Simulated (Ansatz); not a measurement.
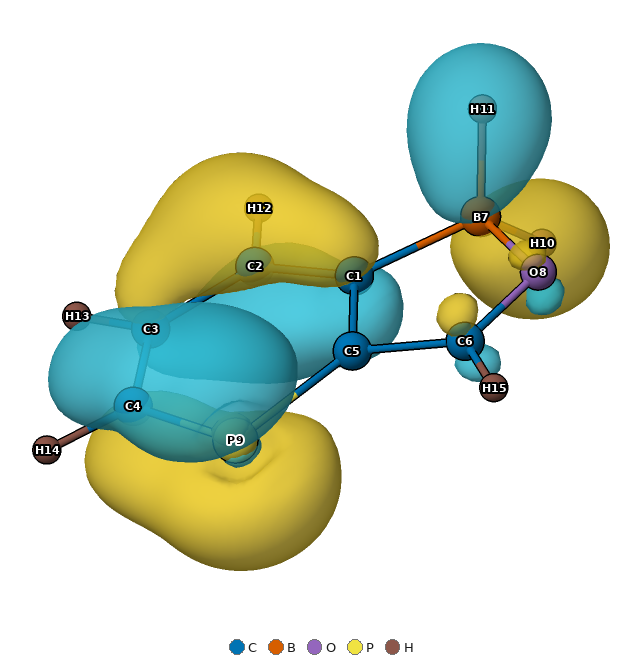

The picture shows: C6H6BOP. The HOMO at ±0.1 Å⁻³ᐟ² (yellow and cyan are the two phases), seen at an oblique angle.

Geometry: PBE-D3(BJ)/def2-SVP.

Theory: Ansatz, isolated molecule in a Gaussian basis; Kohn-Sham density functional theory, functional PBE0.

```xyz
15

C     0.6775    0.7021   -0.5092
C     0.3344    1.1657    0.7755
C    -0.9953    1.3633    1.1735
C    -2.1231    1.1282    0.3572
C    -0.3433    0.4110   -1.4718
C     0.3193   -0.0332   -2.6602
B     2.0720    0.3988   -1.2016
O     1.5958   -0.0709   -2.6070
P    -2.1005    0.5539   -1.2849
H     2.8085    1.3732   -1.3711
H     2.7246   -0.5240   -0.7087
H     1.1378    1.3821    1.4973
H    -1.1766    1.7292    2.1987
H    -3.1184    1.3235    0.7908
H    -0.1705   -0.3412   -3.6042
```

What is the character of this orbital?

Answer. By Hirshfeld shares it lies mainly on P9 (about 25 %), C2 (about 20 %), C4 (about 15 %), B7 (about 10 %), C1 (about 5 %), H10 (about 5 %) and H11 (about 5 %). Its energy is −7.28 eV.
